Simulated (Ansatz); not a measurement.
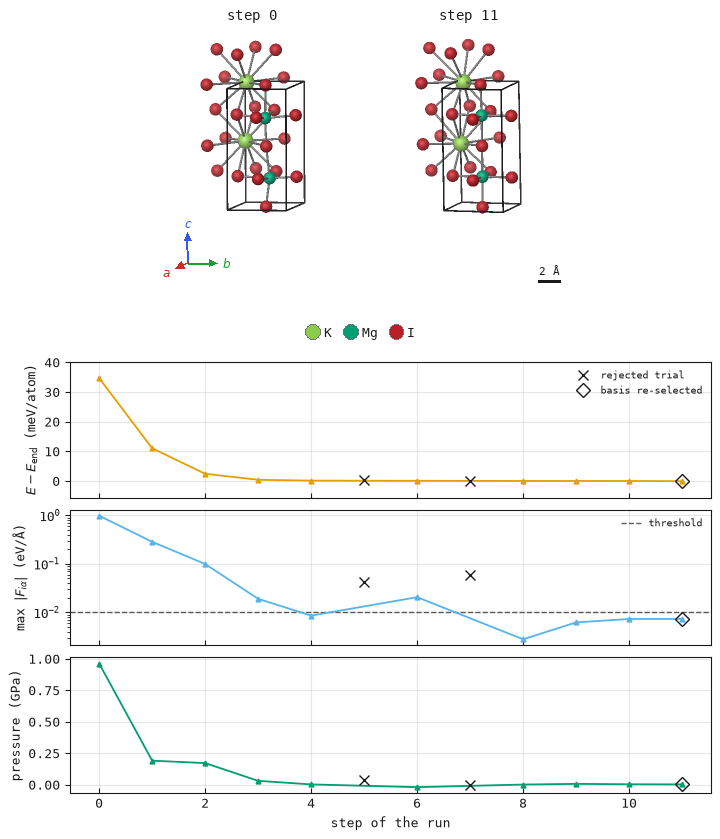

First and last geometry of a relaxation of crystalline KMgI$_{3}$ (built on the KZnF3-221 type type), with the history of the run. A ball-and-stick model of the cell of the calculation, seen slightly off an axis.

Case: shaken.

Level of theory: Ansatz 0.2.0, DFT, PBEsol, plane waves, PAW. Set-up: plane-wave cutoff 420 eV; k-point mesh 4 × 4 × 2; occupations fermi dirac; smearing width 0.05 eV; no spin polarisation; cell and atoms relaxed; force threshold 0.01 eV/Å; at most 120 steps.

**Read the history and describe the run.**

It converged. The atom that moves furthest relative to the cell is a Mg atom (0.36 Å roughly along [1 −3 1]). Largest moves by element: Mg 0.36 Å, K 0.35 Å, I 0.23 Å. Cell: a 5.741 → 5.766 Å (+0.4 %), b 5.726 → 5.764 Å (+0.7 %), c 11.447 → 11.522 Å (+0.7 %), α 88.4° → 90.3°, β 89.2° → 90.3°, γ 90.9° → 89.7°. Volume +1.8 %. Some distances before and after: I–K 4.087 → 4.540 Å, I–K 4.046 → 4.441 Å, I–K 4.149 → 4.525 Å, I–K 4.134 → 4.439 Å. Bond angles that change, for instance: I–Mg–I 164.9° → 179.4°, Mg–I–Mg 164.9° → 179.4°, I–Mg–I 166.1° → 178.3°. The space group stays P1 (No. 1). Over 8 accepted moves (11 points after the start) the energy falls by 34.7 meV per atom. Largest force component: 0.98 eV/Å at the start, 0.0073 eV/Å at the end. Pressure: 0.96 GPa at the start and 0.00 GPa at the end. The line search rejected the trial steps at points 5, 7 of the run. The SCF was repeated once at an unchanged geometry on a basis and grid sized afresh for the cell, which shifted the energy by 0.1 meV per atom at most.

| step | E − E(0), meV/atom | largest force component, eV/Å | pressure, GPa | volume, Å³/atom | note |
| --- | --- | --- | --- | --- | --- |
| 0 | 0.00 | 0.9848 | 0.96 | 37.611 |  |
| 1 | -23.64 | 0.2850 | 0.19 | 38.076 |  |
| 2 | -32.23 | 0.0993 | 0.17 | 37.831 |  |
| 3 | -34.25 | 0.0190 | 0.03 | 38.062 |  |
| 4 | -34.54 | 0.0086 | 0.00 | 38.181 |  |
| 5 | -34.25 | 0.0414 | 0.04 | 38.358 | rejected |
| 6 | -34.61 | 0.0205 | -0.02 | 38.270 |  |
| 7 | -34.52 | 0.0586 | 0.00 | 38.342 | rejected |
| 8 | -34.64 | 0.0028 | 0.00 | 38.260 |  |
| 9 | -34.65 | 0.0062 | 0.01 | 38.286 |  |
| 10 | -34.66 | 0.0073 | 0.00 | 38.294 |  |
| 11 | -34.72 | 0.0073 | 0.00 | 38.294 | same geometry, new basis |
